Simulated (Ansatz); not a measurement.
# [SiCl3]+ (SMILES Cl[Si+](Cl)Cl) at B3LYP/6-31G(d) (Cartesian functions)

Aim: the energy change on altering one bond length of [SiCl3]+ at B3LYP/6-31G* (Cartesian functions), from 2 runs. 

The results are computed with Ansatz 0.2.0.

1 further run of the same task is left out (it didn't finish).

### Step 1. The system as given

The species is [SiCl3]+ (4 atoms), meant as a singlet with charge +1. SMILES: `Cl[Si+](Cl)Cl`. The shape is that of a PBE0-D4/def2-TZVP optimisation.

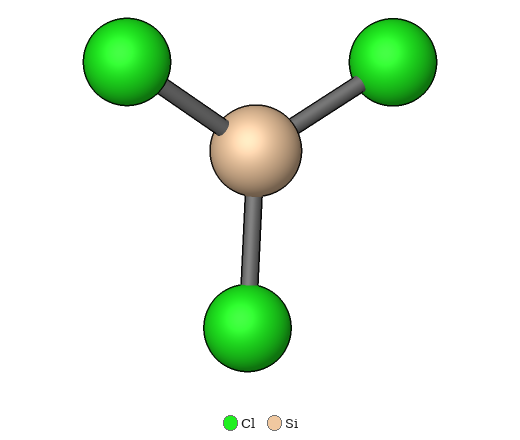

The structure, seen from a chosen angle (chlorine green, silicon light orange).

### Step 2. The energy at B3LYP/6-31G(d) (Cartesian functions)

job.yaml reads:

```yaml
crystal:
  periodic: [false, false, false]
  atoms:
    - {symbol: Cl, position_ang: [-1.556000, -0.622300, 0.990900]}
    - {symbol: Si, position_ang: [-0.000000, -0.000100, -0.000100]}
    - {symbol: Cl, position_ang: [1.772000, -0.669600, 0.449500]}
    - {symbol: Cl, position_ang: [-0.216000, 1.292000, -1.440300]}
basis:
  gaussian: {orbitals: "6-31G*"}
total_charge: 1
hamiltonian: {xc: {name: B3LYP}}
accuracy: high
output: {orbitals: {seedname: orbitals}}
```

Run with:

```console
$ ansatz run job.yaml --threads 1 --pin off --max-ram 3480MiB --events-out events.jsonl --progress --plain --runs-dir runs
```

Output:

```text
Warning: RAYON_NUM_THREADS=1 ignored (pool sized by the plan → 1); use --threads N
Functional definition: B3LYP
  name "B3LYP"
  parameter a0 = 0.2
  parameter ax = 0.72
  parameter ac = 0.81
  exchange = (1 - a0 - ax)*slater_x + ax*b88_x + a0*exact_x
  correlation = (1 - ac)*vwn_rpa_c + ac*lyp_c
1449 factors; integrals over basis functions are off by at most 5.4e-9 eV
mean field evaluation 1: about -45437.7323 eV, gradient 2.7e1 eV
mean field evaluation 2: about -45437.5030 eV, gradient 2.9e1 eV
mean field evaluation 4: about -45439.6369 eV, gradient 3.4e-1 eV
mean field evaluation 8: about -45439.6901 eV, gradient 1.3e-2 eV
mean field evaluation 16: about -45439.6901 eV, gradient 5.7e-7 eV
mean field -45439.69005712 eV, -1669.8778094709 hartree, gradient 3.1e-8 eV, S^2 0.000000; 0 other end points of the search recorded, 0 dependent functions left out
reference -45439.69009264 eV, -1669.8778107765 hartree; 32, 32 occupied and 44, 44 virtual orbitals, 1449 factors
Total energy: -45439.69009264 eV, -1669.8778107765 hartree
```

Wall time 6.6 s (1 thread of Arm Neoverse V2, shared host); peak memory 0.23 GiB.

### Step 3. The distorted shape

run.yaml reads:

```yaml
crystal:
  periodic: [false, false, false]
  atoms:
    - {symbol: Cl, position_ang: [-1.523602, -0.816105, 1.206918]}
    - {symbol: Si, position_ang: [0.032398, -0.193905, 0.215918]}
    - {symbol: Cl, position_ang: [1.804398, -0.863405, 0.665518]}
    - {symbol: Cl, position_ang: [-0.216000, 1.292000, -1.440300]}
basis:
  gaussian:
    orbitals: "6-31G*"
total_charge: 1
hamiltonian:
  xc: {name: B3LYP}
accuracy: high
output: {orbitals: {seedname: orbitals}}
```

Run with:

```console
$ ansatz run run.yaml --threads 1 --pin off --max-ram 3480MiB --events-out events.jsonl --progress --plain --runs-dir runs
```

Output (excerpt; [...] marks lines left out):

```text
Warning: RAYON_NUM_THREADS=1 ignored (pool sized by the plan → 1); use --threads N
[... 7 set-up lines as earlier in the session ...]
1441 factors; integrals over basis functions are off by at most 6.2e-9 eV
mean field evaluation 1: about -45436.7002 eV, gradient 2.9e1 eV
mean field evaluation 2: about -45433.7245 eV, gradient 4.4e1 eV
mean field evaluation 4: about -45439.0647 eV, gradient 1.3e0 eV
mean field evaluation 8: about -45439.1135 eV, gradient 5.1e-2 eV
mean field evaluation 16: about -45439.1135 eV, gradient 5.8e-6 eV
mean field -45439.11353938 eV, -1669.8566228347 hartree, gradient 3.8e-8 eV, S^2 0.000000; 0 other end points of the search recorded, 0 dependent functions left out
reference -45439.11357538 eV, -1669.8566241580 hartree; 32, 32 occupied and 44, 44 virtual orbitals, 1441 factors
Total energy: -45439.11357538 eV, -1669.8566241580 hartree
```

It took 6.3 s on 1 thread of Arm Neoverse V2, shared host; peak memory 0.23 GiB.

### Step 4. Outcome

At B3LYP/6-31G* (Cartesian functions):

| quantity | value |
| --- | --- |
| first shape: total energy | -1669.87781 Eh |
| first shape: HOMO energy | -15.25 eV |
| first shape: LUMO energy | -8.70 eV |
| first shape: HOMO–LUMO gap | 6.55 eV |
| distorted shape: total energy | -1669.85662 Eh |
| distorted shape: HOMO energy | -14.79 eV |
| distorted shape: LUMO energy | -9.33 eV |
| distorted shape: HOMO–LUMO gap | 5.46 eV |
| energy change with the Si2–Cl4 bond stretched from 1.947 to 2.239 Å | 0.577 eV |

**Reading.** With the Si2–Cl4 bond stretched from 1.947 to 2.239 Å the energy rises by 0.58 eV (13.3 kcal/mol). The first shape isn't relaxed at this level, so the change isn't measured from a minimum.
